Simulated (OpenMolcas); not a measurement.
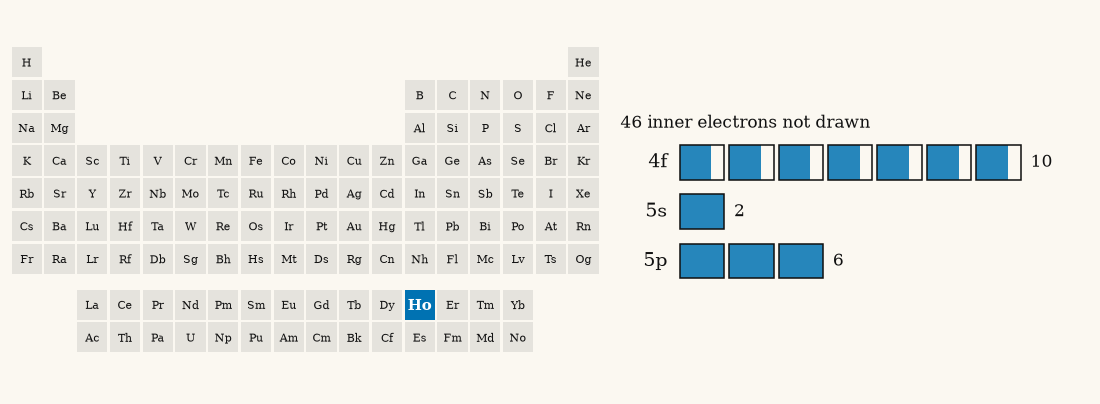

Left, the place of holmium in the periodic table; right, the outer shells of the leading configuration of the lowest level: a box for each of the 2l + 1 orbitals, shaded by the share of the shell that is filled, with the electron count at the right.

# Run report: Ho³⁺, multiconfigurational calculation (part 1 of 2)

Ho³⁺, among 8 point charges of −1 e at 3 Å, cube (Oh), whose field is part of the energies. Computed at this level: state-averaged CASSCF, active space 10 electrons in the shell 4f, basis ANO-RCC-VDZP, DKH2 scalar Hamiltonian, spin-orbit coupling by RASSI with atomic mean-field integrals (OpenMolcas).

### The program's output (extracts)
```
--- SEWARD ---
Basis set label: HO.ANO-RCC...7S6P4D2F1G.

      Electronic valence basis set:
      ------------------
      Associated Effective Charge  67.000000 au
      Associated Actual Charge     67.000000 au
      Nuclear Model: Point charge

      Shell  nPrim  nBasis  Cartesian Spherical Contaminant
         s      25       7        X
         p      22       6        X
         d      15       4                 X
         f      11       2                 X
         g       4       1                 X
                  Relativistic Douglas-Kroll-Hess integrals:
                    - DKH order of Hamiltonian: 2
                    - DKH order of Properties : 0
                  Atomic mean-field integrals
--- RASSCF ---
Wave function specifications:
      -----------------------------

      Number of closed shell electrons          54
      Number of electrons in active shells      10
      Max number of holes in RAS1 space          0
      Max nr of electrons in RAS3 space          0
      Number of inactive orbitals               27
      Number of active orbitals                  7
      Number of secondary orbitals              34
      Spin quantum number                      2.0
      State symmetry                             1
Orbital specifications:
      -----------------------

      Symmetry species                           1   2
                                                ag  au
      Frozen orbitals                            0   0
      Inactive orbitals                         15  12
      Active orbitals                            0   7
      RAS1 orbitals                              0   0
      RAS2 orbitals                              0   7
      RAS3 orbitals                              0   0
      Secondary orbitals                        21  13
      Deleted orbitals                           0   0
      Number of basis functions                 36  32
      Number of CSFs                            35
      Number of root(s) required                35
      Iter CI   SX   CI       RASSCF       Energy    max ROT     max BLB   max BLB  Level Ln srch  Step   QN
          iter iter root      energy       change     param      element    value   shift minimum  type update
 Nr of preliminary CI iterations:   1
      Total energies have been shifted. Add               -12000.00 au
        1   1    7    0  -607.57240294    0.00E+00  -6.72E-02   14  27 2  3.16E-01*  0.00   0.00    SX    NO
        2   1    8    0  -607.61460751   -4.22E-02* -7.22E-02   16  29 2 -3.02E-01*  0.00   0.00    SX    NO
        3   1    7    0  -607.60461015    1.00E-02*  7.08E-02   14  27 2  3.28E-01*  0.00   0.00    SX    NO
        4   1    8    0  -607.61468565   -1.01E-02*  7.13E-02   16  29 2 -2.98E-01*  0.00   0.00    SX    NO
        5   1    7    0  -607.60356216    1.11E-02*  2.22E-02   16  29 2  3.30E-01*  0.00   0.49    LS   YES
        6   1    7    0  -607.69898612   -9.54E-02*  2.55E-02   16  29 2  1.27E-01*  0.00   1.64    SX   YES
        7   1    7    0  -607.70549235   -6.51E-03*  2.08E-02   16  29 2 -9.68E-02*  0.00   0.56    SX   YES
        8   1    7    0  -607.70791587   -2.42E-03*  1.84E-02   16  29 2  8.64E-02*  0.00   0.53    SX   YES
        9   1    7    0  -607.70966644   -1.75E-03*  1.66E-02   16  29 2 -7.50E-02*  0.00   0.53    SX   YES
       10   1    7    0  -607.71050547   -8.39E-04*  1.54E-02   16  29 2  7.07E-02*  0.00   0.52    SX   YES
        ...
       26   1    7    0  -607.71341519    6.53E-06*  7.61E-03   16  29 2  4.73E-02*  0.00   0.50    SX   YES
       27   1    7    0  -607.71537987   -1.96E-03*  2.24E-03   16  29 2 -1.96E-02*  0.00   0.70    QN   YES
       28   1    4    0  -607.71579604   -4.16E-04*  1.11E-05   11  24 2  7.28E-05   0.00   1.00    QN   YES
       29   1    4    0  -607.71579605   -4.62E-09  -1.40E-06   11  24 2  7.00E-06   0.00   1.12    QN   YES
      Convergence after 29 iterations
       30   1    4    0  -607.71579605   -6.73E-11  -1.40E-06   18  31 2  1.91E-07   0.00   1.12    QN   YES
      Natural orbitals and occupation numbers for root  1
      sym 2:   1.496459   1.206483   1.434713   1.496459   1.496459   1.434713   1.434713
      Natural orbitals and occupation numbers for root  2
      sym 2:   1.606940   1.252871   1.493056   1.379572   1.519744   1.246326   1.501491
      Natural orbitals and occupation numbers for root  3
      sym 2:   1.497201   1.262293   1.563760   1.508517   1.263361   1.404622   1.500245
::    RASSCF root number  1 Total energy: -12607.79688264
::    RASSCF root number  2 Total energy: -12607.79685470
::    RASSCF root number  3 Total energy: -12607.79685470
::    RASSCF root number  4 Total energy: -12607.79685470
::    RASSCF root number  5 Total energy: -12607.79682628
::    RASSCF root number  6 Total energy: -12607.79682628
::    RASSCF root number  7 Total energy: -12607.79682628
::    RASSCF root number  8 Total energy: -12607.79679585
::    RASSCF root number  9 Total energy: -12607.79666893
::    RASSCF root number 10 Total energy: -12607.79666893
::    RASSCF root number 11 Total energy: -12607.79666893
::    RASSCF root number 12 Total energy: -12607.79665861
::    RASSCF root number 13 Total energy: -12607.79665861
::    RASSCF root number 14 Total energy: -12607.71597241
::    RASSCF root number 15 Total energy: -12607.71580472
::    RASSCF root number 16 Total energy: -12607.71580472
::    RASSCF root number 17 Total energy: -12607.71580472
::    RASSCF root number 18 Total energy: -12607.71579709
::    RASSCF root number 19 Total energy: -12607.71572934
::    RASSCF root number 20 Total energy: -12607.71572934
::    RASSCF root number 21 Total energy: -12607.71572934
::    RASSCF root number 22 Total energy: -12607.66971181
::    RASSCF root number 23 Total energy: -12607.66964450
::    RASSCF root number 24 Total energy: -12607.66964450
::    RASSCF root number 25 Total energy: -12607.66964450
::    RASSCF root number 26 Total energy: -12607.66959653
::    RASSCF root number 27 Total energy: -12607.66959653
::    RASSCF root number 28 Total energy: -12607.66929023
::    RASSCF root number 29 Total energy: -12607.66929023
::    RASSCF root number 30 Total energy: -12607.66929023
--- RASSCF ---
Wave function specifications:
      -----------------------------

      Number of closed shell electrons          54
      Number of electrons in active shells      10
      Max number of holes in RAS1 space          0
      Max nr of electrons in RAS3 space          0
      Number of inactive orbitals               27
      Number of active orbitals                  7
      Number of secondary orbitals              34
      Spin quantum number                      1.0
      State symmetry                             1
Orbital specifications:
      -----------------------

      Symmetry species                           1   2
                                                ag  au
      Frozen orbitals                            0   0
      Inactive orbitals                         15  12
      Active orbitals                            0   7
      RAS1 orbitals                              0   0
      RAS2 orbitals                              0   7
      RAS3 orbitals                              0   0
      Secondary orbitals                        21  13
      Deleted orbitals                           0   0
      Number of basis functions                 36  32
      Number of CSFs                           210
      Number of root(s) required               162
      Iter CI   SX   CI       RASSCF       Energy    max ROT     max BLB   max BLB  Level Ln srch  Step   QN
          iter iter root      energy       change     param      element    value   shift minimum  type update
 Nr of preliminary CI iterations:   1
        1   1    0    0-12607.60576193    0.00E+00   0.00E+00   19  32 2 -8.81E-03*  0.00   0.00    SX    NO
      Natural orbitals and occupation numbers for root  1
      sym 2:   1.440394   1.422546   1.437025   1.403447   1.445510   1.413072   1.438006
      Natural orbitals and occupation numbers for root  2
      sym 2:   1.402756   1.422150   1.440556   1.444786   1.414904   1.437605   1.437243
      Natural orbitals and occupation numbers for root  3
      sym 2:   1.439919   1.422211   1.437391   1.447370   1.405636   1.408091   1.439382
::    RASSCF root number  1 Total energy: -12607.70033750
::    RASSCF root number  2 Total energy: -12607.70033750
::    RASSCF root number  3 Total energy: -12607.70033750
::    RASSCF root number  4 Total energy: -12607.70033434
::    RASSCF root number  5 Total energy: -12607.70033434
::    RASSCF root number  6 Total energy: -12607.70033188
::    RASSCF root number  7 Total energy: -12607.70033188
::    RASSCF root number  8 Total energy: -12607.70033188
::    RASSCF root number  9 Total energy: -12607.70031422
::    RASSCF root number 10 Total energy: -12607.70031030
::    RASSCF root number 11 Total energy: -12607.70031030
::    RASSCF root number 12 Total energy: -12607.70031030
::    RASSCF root number 13 Total energy: -12607.70030751
::    RASSCF root number 14 Total energy: -12607.70030751
::    RASSCF root number 15 Total energy: -12607.70030751
::    RASSCF root number 16 Total energy: -12607.67351373
::    RASSCF root number 17 Total energy: -12607.67351373
::    RASSCF root number 18 Total energy: -12607.67351373
::    RASSCF root number 19 Total energy: -12607.67348918
::    RASSCF root number 20 Total energy: -12607.67348918
::    RASSCF root number 21 Total energy: -12607.67339681
::    RASSCF root number 22 Total energy: -12607.67339681
::    RASSCF root number 23 Total energy: -12607.67339681
::    RASSCF root number 24 Total energy: -12607.67332837
::    RASSCF root number 25 Total energy: -12607.67332837
::    RASSCF root number 26 Total energy: -12607.67332837
::    RASSCF root number 27 Total energy: -12607.66324796
::    RASSCF root number 28 Total energy: -12607.66324796
::    RASSCF root number 29 Total energy: -12607.66323174
::    RASSCF root number 30 Total energy: -12607.66323174
--- RASSCF ---
Wave function specifications:
      -----------------------------

      Number of closed shell electrons          54
      Number of electrons in active shells      10
      Max number of holes in RAS1 space          0
      Max nr of electrons in RAS3 space          0
      Number of inactive orbitals               27
      Number of active orbitals                  7
      Number of secondary orbitals              34
      Spin quantum number                      0.0
      State symmetry                             1
Orbital specifications:
      -----------------------

      Symmetry species                           1   2
                                                ag  au
      Frozen orbitals                            0   0
      Inactive orbitals                         15  12
      Active orbitals                            0   7
      RAS1 orbitals                              0   0
      RAS2 orbitals                              0   7
      RAS3 orbitals                              0   0
      Secondary orbitals                        21  13
      Deleted orbitals                           0   0
      Number of basis functions                 36  32
      Number of CSFs                           196
      Number of root(s) required               162
      Iter CI   SX   CI       RASSCF       Energy    max ROT     max BLB   max BLB  Level Ln srch  Step   QN
          iter iter root      energy       change     param      element    value   shift minimum  type update
 Nr of preliminary CI iterations:   1
        1   1    0    0-12607.52415365    0.00E+00   0.00E+00   19  32 2 -1.55E-02*  0.00   0.00    SX    NO
      Natural orbitals and occupation numbers for root  1
      sym 2:   1.274390   1.106427   1.777350   1.283543   1.319222   1.645339   1.593728
      Natural orbitals and occupation numbers for root  2
      sym 2:   1.800184   1.106198   1.594513   1.304924   1.296568   1.614433   1.283179
      Natural orbitals and occupation numbers for root  3
      sym 2:   1.314961   1.106359   1.784258   1.288360   1.276447   1.587776   1.641838
::    RASSCF root number  1 Total energy: -12607.64138828
::    RASSCF root number  2 Total energy: -12607.64138828
::    RASSCF root number  3 Total energy: -12607.64138828
::    RASSCF root number  4 Total energy: -12607.64138160
::    RASSCF root number  5 Total energy: -12607.64137784
::    RASSCF root number  6 Total energy: -12607.64137784
::    RASSCF root number  7 Total energy: -12607.64137784
::    RASSCF root number  8 Total energy: -12607.64137448
::    RASSCF root number  9 Total energy: -12607.64137448
::    RASSCF root number 10 Total energy: -12607.64131593
::    RASSCF root number 11 Total energy: -12607.64131593
::    RASSCF root number 12 Total energy: -12607.64131593
::    RASSCF root number 13 Total energy: -12607.64130794
::    RASSCF root number 14 Total energy: -12607.64130794
::    RASSCF root number 15 Total energy: -12607.64130794
::    RASSCF root number 16 Total energy: -12607.64130757
::    RASSCF root number 17 Total energy: -12607.64130757
::    RASSCF root number 18 Total energy: -12607.62386220
::    RASSCF root number 19 Total energy: -12607.62386220
::    RASSCF root number 20 Total energy: -12607.62368418
::    RASSCF root number 21 Total energy: -12607.62368418
::    RASSCF root number 22 Total energy: -12607.62368418
::    RASSCF root number 23 Total energy: -12607.61041548
::    RASSCF root number 24 Total energy: -12607.61041548
::    RASSCF root number 25 Total energy: -12607.61041548
::    RASSCF root number 26 Total energy: -12607.61016596
::    RASSCF root number 27 Total energy: -12607.61016596
::    RASSCF root number 28 Total energy: -12607.61010608
::    RASSCF root number 29 Total energy: -12607.61010608
::    RASSCF root number 30 Total energy: -12607.61010608
--- RASSI ---
SPIN-FREE ENERGIES:
  (Shifted by EMIN (a.u.) =     -12607.7968826365)

 SF State       Relative EMIN(au)   Rel lowest level(eV)    D:o, cm**(-1)      L_eff

     1             0.0000000000        0.0000000000              0.0000         6.0
     2             0.0000279409        0.0007603093              6.1323         6.0
     3             0.0000279409        0.0007603093              6.1323         6.0
     4             0.0000279409        0.0007603093              6.1323         6.0
     5             0.0000563578        0.0015335730             12.3691         6.0
     6             0.0000563578        0.0015335730             12.3691         6.0
     7             0.0000563578        0.0015335730             12.3691         6.0
     8             0.0000867825        0.0023614724             19.0466         6.0
     9             0.0002137091        0.0058153210             46.9037         6.0
    10             0.0002137091        0.0058153210             46.9037         6.0
    11             0.0002137091        0.0058153210             46.9037         6.0
    12             0.0002240258        0.0060960530             49.1680         6.0
    13             0.0002240258        0.0060960530             49.1680         6.0
    14             0.0809102302        2.2016795260          17757.7430         3.0
    15             0.0810779186        2.2062425578          17794.5463         3.0
    16             0.0810779186        2.2062425578          17794.5463         3.0
    17             0.0810779186        2.2062425578          17794.5463         3.0
    18             0.0810855424        2.2064500138          17796.2195         0.0
    19             0.0811532993        2.2082937721          17811.0904         3.0
    20             0.0811532993        2.2082937721          17811.0904         3.0
    21             0.0811532993        2.2082937721          17811.0904         3.0
    31             0.0965451408        2.6271271177          21189.2092         7.0
    32             0.0965451408        2.6271271177          21189.2092         7.0
    33             0.0965451408        2.6271271177          21189.2092         7.0
    34             0.0965482968        2.6272129952          21189.9018         7.0
    35             0.0965482968        2.6272129952          21189.9018         7.0
    36             0.0965507574        2.6272799522          21190.4419         7.0
    37             0.0965507574        2.6272799522          21190.4419         7.0
    38             0.0965507574        2.6272799522          21190.4419         7.0
    39             0.0965684127        2.6277603764          21194.3168         7.0
    40             0.0965723330        2.6278670551          21195.1772         7.0
    41             0.0965723330        2.6278670551          21195.1772         7.0
    42             0.0965723330        2.6278670551          21195.1772         7.0
    43             0.0965751308        2.6279431851          21195.7912         7.0
    44             0.0965751308        2.6279431851          21195.7912         7.0
    45             0.0965751308        2.6279431851          21195.7912         7.0
    46             0.1233689093        3.3570390419          27076.3459         5.0
    47             0.1233689093        3.3570390419          27076.3459         5.0
    48             0.1233689093        3.3570390419          27076.3459         5.0
    49             0.1233934534        3.3577069211          27081.7327         5.0
Eigenvalues of complex Hamiltonian:
   -----------------------------------
  (Shifted by EMIN (a.u.) =     -12607.7968826365)

 SO State       Relative EMIN(au)   Rel lowest level(eV)    D:o, cm**(-1)     J-value
```

(Continued in part 2.) Outcome of the run: converged.
